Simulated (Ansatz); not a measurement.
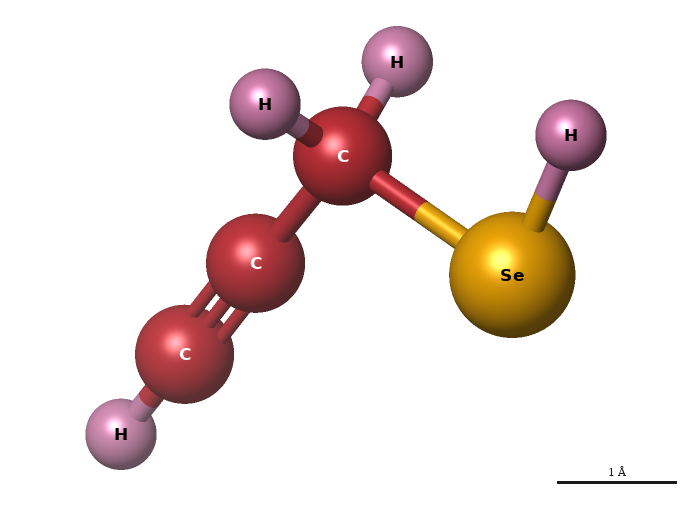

A ball-and-stick model of a molecule.

**Give the formula.**

C3H4Se, 8 atoms: 3 carbon, 4 hydrogen and 1 selenium.

**What is the point group of this geometry?**

Cs.

**Write the SMILES.**

C#CC[SeH]

**Name functional groups in it.**

Among them: alkyne.

**How many bonds of each kind are drawn?**

3 C–H, 2 C–C, 1 C–Se, 1 Se–H.

The parts below concern this one geometry. Atoms keep their numbers from picture to picture. The geometry was computed by an optimisation with PBE0-D4/def2-TZVP.

Geometry

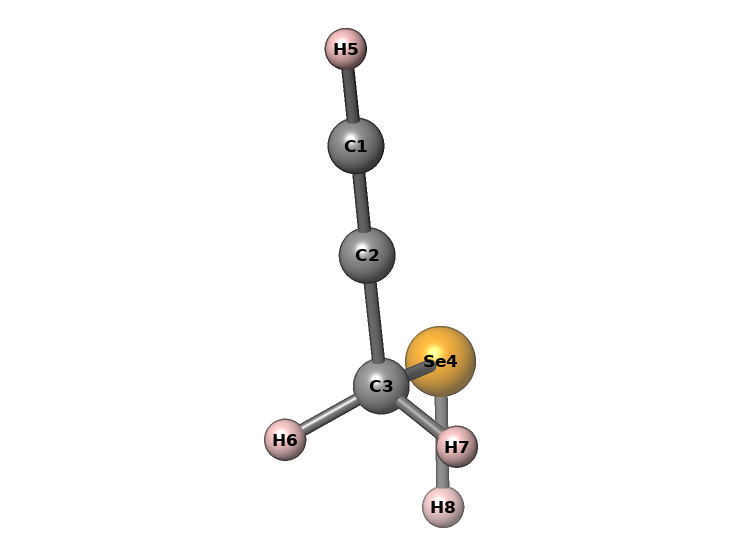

Se4 lies behind C3. The molecule seen a little off the C3–Se4 bond, C3 in front. Distant atoms are faded towards the background colour.

**What is the torsion angle C2–C3–Se4–H8? The sign is positive where the front bond must turn clockwise to cover the back bond.**

180°, antiperiplanar (anti).

Thermal motion

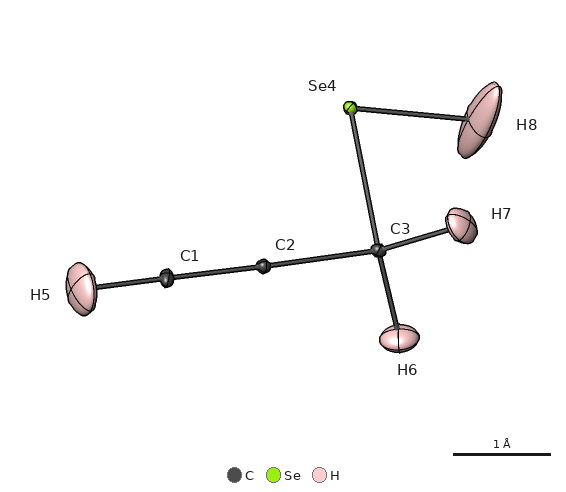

Displacement ellipsoids at the 50 % level, from the internal vibrations of the free molecule (harmonic, no overall translation or rotation; no half-axis is drawn under 0.075 Å). Vibrations computed with RKS PBE0-D4/def2-TZVP (Ansatz 0.2.0). Temperature: 100 K.

**Which atom moves most?**

H8, with U_eq = 0.0496 Å².

**Does H8 move more along its bond or across it?**

Across it: the root-mean-square amplitude is 0.084 Å along the bond and up to 0.345 Å across, since bending and torsion are softer than stretching.

Give the displacement parameters, one line for each set of equivalent atoms.

```json
{"atom": "C1", "U_eq (Å²)": "0.0027", "rms amplitudes (Å)": "0.028, 0.034, 0.078"}
{"atom": "C2", "U_eq (Å²)": "0.0023", "rms amplitudes (Å)": "0.043, 0.050, 0.051"}
{"atom": "C3", "U_eq (Å²)": "0.0018", "rms amplitudes (Å)": "0.029, 0.040, 0.053"}
{"atom": "Se4", "U_eq (Å²)": "0.00016", "rms amplitudes (Å)": "0.004, 0.007, 0.021"}
{"atom": "H5", "U_eq (Å²)": "0.0224", "rms amplitudes (Å)": "0.079, 0.157, 0.191"}
{"atom": "H6, H7", "U_eq (Å²)": "0.0131", "rms amplitudes (Å)": "0.078, 0.124, 0.133"}
{"atom": "H8", "U_eq (Å²)": "0.0496", "rms amplitudes (Å)": "0.084, 0.151, 0.345"}
```

Vibrations

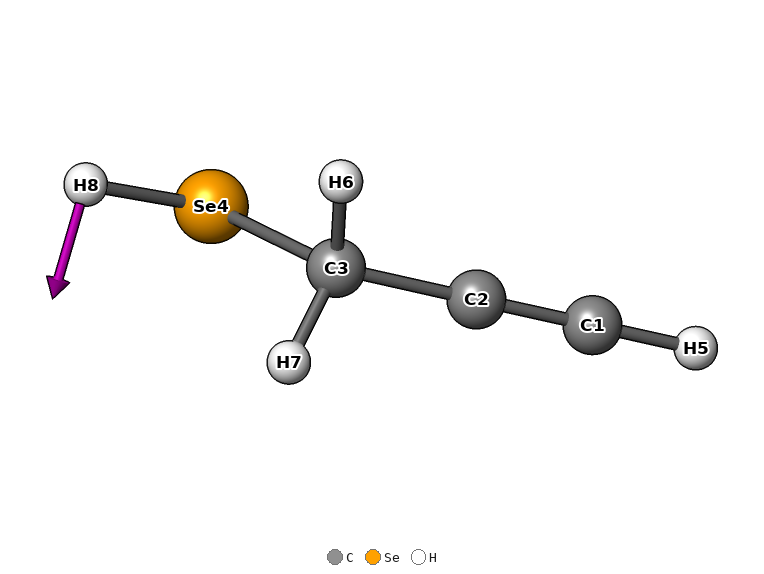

The arrows show one normal mode. Harmonic vibrations computed with RKS PBE0-D4/def2-TZVP (Ansatz 0.2.0) at a stationary point of the same level.

**Estimate its harmonic wavenumber.**

161 cm⁻¹; it is mode 2 of 18 counted from the lowest.

Levels of theory compared

Program: Ansatz 0.2.0.

Compare HOMO energy (eV), HOMO–LUMO gap (eV), dipole (D) at these levels: B3LYP-D4/def2-TZVPP; PBE-D4/def2-TZVPP; r2SCAN-D4/def2-TZVPP; ωB97M-V/def2-TZVPP.

```
               level  HOMO energy (eV)  HOMO–LUMO gap (eV)  dipole (D)
 B3LYP-D4/def2-TZVPP             −6.50                5.90        1.26
   PBE-D4/def2-TZVPP             −5.55                4.26        1.26
r2SCAN-D4/def2-TZVPP             −5.81                4.75        1.34
  ωB97M-V/def2-TZVPP             −8.95               10.54        1.25
```

Charges

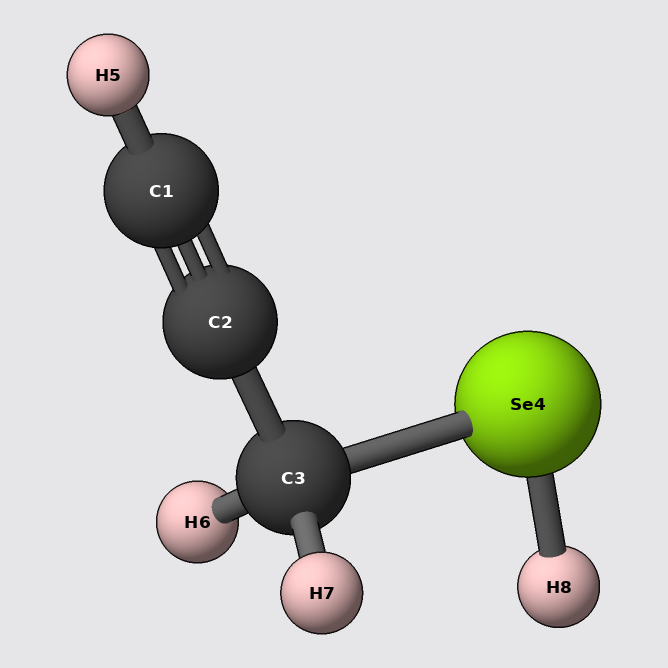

The questions are on Mulliken charges. Method: RKS PBE-D4/def2-TZVPP (Ansatz 0.2.0).

Give the Mulliken charges atom by atom.

```csv
atom,value (e)
C1,0.08
C2,−0.32
C3,−0.22
Se4,−0.06
H5,0.21
H6,0.14
H7,0.14
H8,0.04
```

Mulliken values depend strongly on the basis set and can even reverse the polarity of a bond.
